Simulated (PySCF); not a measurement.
## NMR shielding calculation, with input and output: C₂H₅O₃S₂ (charge −1)

System: C₂H₅O₃S₂, charge −1, SMILES CSCS(=O)(=O)[O-].
Method: GIAO PBE0/pcSseg-1 NMR shielding, non-relativistic, gas phase (PySCF 2.14.0).

The geometry comes from this level: GFN2-xTB. Figures and captions count atoms from 1; the log counts them from 0 in places.

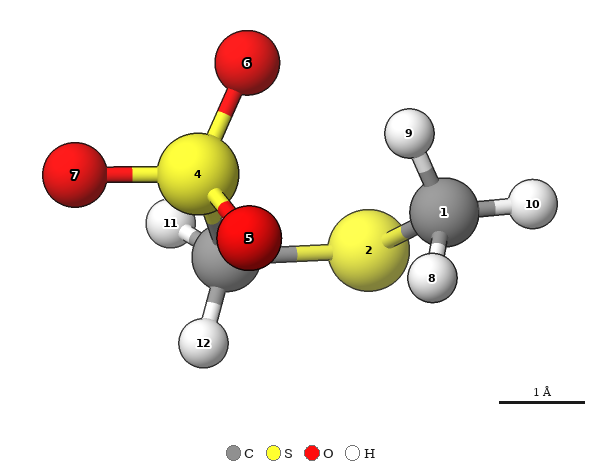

*The input geometry (ball-and-stick view, seen at a tilt; atoms are numbered from 1 in the order of the input).*

Bond lengths as drawn: C–H 1.08 to 1.09 Å, C–S 1.79 to 1.85 Å and O–S 1.46 Å.

### Results in brief

| quantity | value |
| --- | --- |
| outcome | converged |
| total energy | −1100.615435 hartree |
| HOMO | −2.30 eV |
| LUMO | 4.88 eV |
| isotropic shielding, C | 134.9 to 169.1 ppm |
| isotropic shielding, S | 192.0 to 625.2 ppm |
| isotropic shielding, O | 82.1 to 97.8 ppm |
| isotropic shielding, H | 26.8 to 31.0 ppm |
| hardware | 1 CPU thread, shared host |
| wall time | 22 s |
| peak memory | 0.84 GiB |

### Input
```
{"job": {"kind": "nmr", "xc": "PBE0", "basis": "pcSseg-1"}, "charge": -1, "multiplicity": 1}
C      1.516981    -0.796255     0.222496
S      1.094376     0.810860     0.944971
C     -0.383890     1.237038     0.031518
S     -1.297698    -0.195565    -0.693469
O     -0.498892    -0.616334    -1.837251
O     -1.414624    -1.201387     0.355371
O     -2.559238     0.439114    -1.054321
H      1.704599    -0.671657    -0.838995
H      0.667533    -1.455672     0.371708
H      2.401870    -1.151347     0.743656
H     -1.084240     1.721223     0.702414
H     -0.145580     1.879296    -0.812182
```

The first line tells a small driver script what to run in PySCF; the rest is the geometry in Å.

Run as:
```bash
OMP_NUM_THREADS=1 python <driver script> task.json out
```

### What the program printed
```
coarse grid: 11784 points
cycle   1  E = -1100.2402980326  dE =  1.666e+00  |g| = 1.296e+00  |ddm| = 3.548e+00
cycle   2  E = -1099.7573600441  dE =  4.829e-01  |g| = 2.097e+00  |ddm| = 2.757e+00
cycle   3  E = -1100.5305578206  dE = -7.732e-01  |g| = 1.772e-01  |ddm| = 1.882e+00
cycle   4  E = -1100.5373851830  dE = -6.827e-03  |g| = 6.603e-02  |ddm| = 2.269e-01
cycle   5  E = -1100.5383972039  dE = -1.012e-03  |g| = 1.816e-02  |ddm| = 6.848e-02
cycle   6  E = -1100.5384687683  dE = -7.156e-05  |g| = 4.373e-03  |ddm| = 1.981e-02
cycle   7  E = -1100.5384714707  dE = -2.702e-06  |g| = 2.338e-03  |ddm| = 4.956e-03
final grid: 106392 points
cycle   8  E = -1100.6153994070  dE = -1.523e-05  |g| = 1.335e-02  |ddm| = 2.724e-02
cycle   9  E = -1100.6153559724  dE =  4.343e-05  |g| = 1.984e-02  |ddm| = 2.562e-02
cycle  10  E = -1100.6154339004  dE = -7.793e-05  |g| = 2.352e-03  |ddm| = 1.602e-02
cycle  11  E = -1100.6154349442  dE = -1.044e-06  |g| = 3.549e-04  |ddm| = 2.079e-03
cycle  12  E = -1100.6154349666  dE = -2.242e-08  |g| = 1.663e-04  |ddm| = 4.080e-04
cycle  13  E = -1100.6154349714  dE = -4.828e-09  |g| = 4.690e-05  |ddm| = 1.524e-04
cycle  14  E = -1100.6154349719  dE = -4.261e-10  |g| = 1.044e-05  |ddm| = 4.370e-05
```

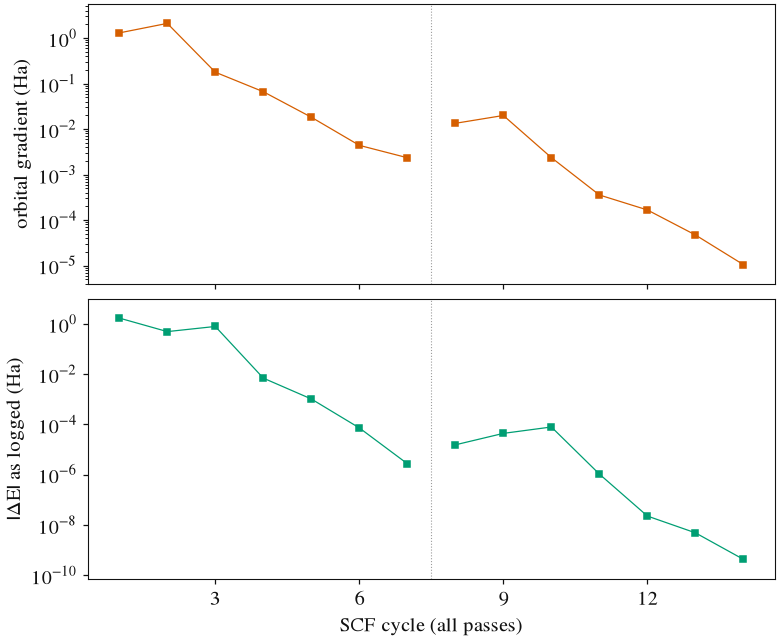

*Convergence of the self-consistent field: orbital gradient and size of the energy change against the SCF cycle. The dotted line marks the change from a coarse to the final integration grid.*

The first 7 cycles use a coarse grid, the final grid takes over at cycle 8, and the field converges after 14 cycles in all.

```
converged SCF energy = -1100.6154349719

GIAO shielding tensors (ppm)
atom      isotropic    diamagn.    paramagn.     s11        s22        s33       span
  0 C      169.056     252.426     -83.370    157.436    168.733    180.999     23.563
  1 S      625.222    1057.382    -432.160    472.055    598.831    804.781    332.726
  2 C      134.887     256.773    -121.886    115.590    122.673    166.398     50.809
  3 S      192.028    1049.643    -857.615     53.282    255.900    266.902    213.620
  4 O       82.055     405.093    -323.038     38.481     71.271    136.413     97.932
  5 O       97.776     404.227    -306.452     69.187     73.983    150.157     80.971
  6 O       82.750     400.060    -317.310     15.389     78.518    154.343    138.954
  7 H       28.643      31.829      -3.186     23.531     27.371     35.027     11.496
  8 H       26.773      31.137      -4.364     19.587     27.244     33.487     13.901
  9 H       31.041      30.758       0.282     26.265     28.172     38.685     12.420
 10 H       28.807      32.334      -3.527     24.042     28.735     33.643      9.602
 11 H       28.504      32.285      -3.781     23.445     28.739     33.328      9.883
```

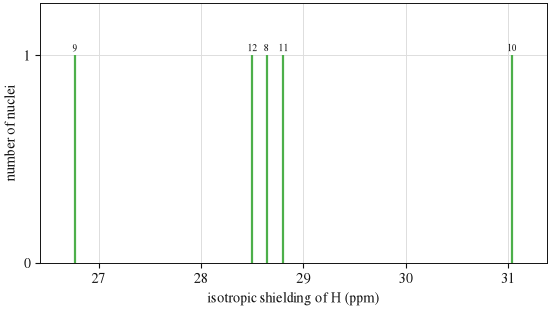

*Isotropic shieldings of the hydrogen nuclei in this fixed geometry, labelled by atom number; shielding grows to the right, so chemical shift grows to the left.*

The least shielded is H9 (26.8 ppm), the most shielded H10 (31.0 ppm).

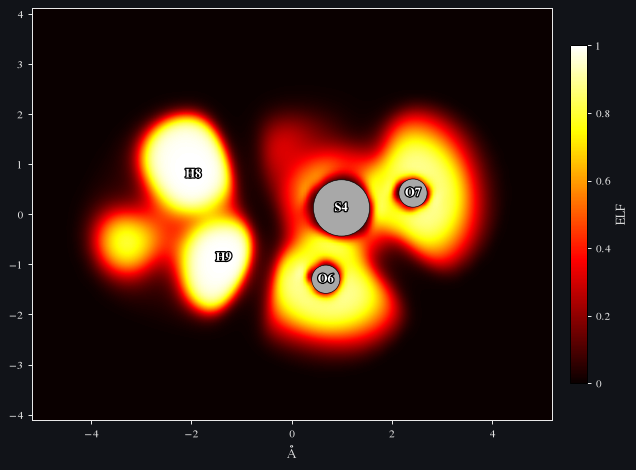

*ELF on the plane of atoms O6, S4 and O7. Grey discs, where drawn, cover atomic cores.*

S–O (1.46 Å): the ELF peaks at about 0.80 between the atoms (a shared but strongly polarised pair).

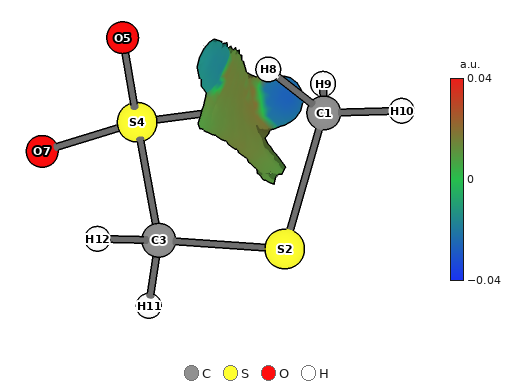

*Non-covalent interaction (NCI) plot: the surface where the reduced density gradient is 0.4, for densities under 0.05 a.u., coloured by sign(λ₂)ρ; seen at a tilt.*
